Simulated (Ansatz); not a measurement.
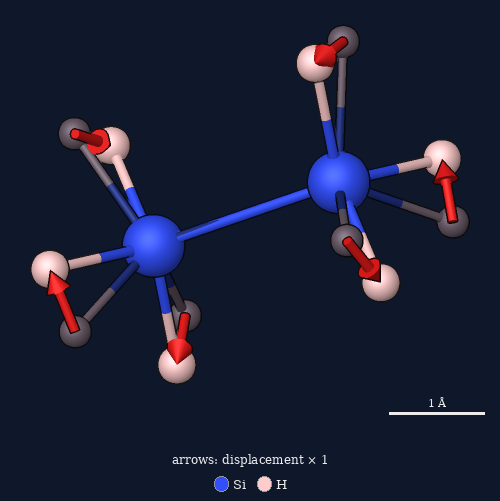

A relaxation of Si2H6. The starting structure is drawn faded, the final one solid; red arrows show the displacements, at their true length. The two geometries are superimposed by the best rigid fit.

The picture is a ball-and-stick view, seen at a tilt.

It is one of the separated reactants of a reaction.

These are results of Ansatz 0.2.0, RKS PBE0-D4/def2-TZVP, not measurements. (force threshold 0.005 eV/Å; at most 200 steps)

> Which element moves most?

Hydrogen: up to 0.72 Å, against 0.01 Å for silicon.

> What happened in the run?

The largest moves after the best rigid fit, 0.72 Å, are those of H atoms. Largest moves by element: H 0.72 Å, Si 0.01 Å. Among the contacts that change: Si–Si 2.345 → 2.338 Å. Groups turn about Si–Si by about 60°. Over 14 accepted moves (16 points after the start) the energy falls by 0.046 eV. The largest force component goes from 0.17 to 0.003 eV/Å. The line search rejected the trial steps at points 4, 7 of the run. The forces were under the threshold at step 13, but the run went on from there.
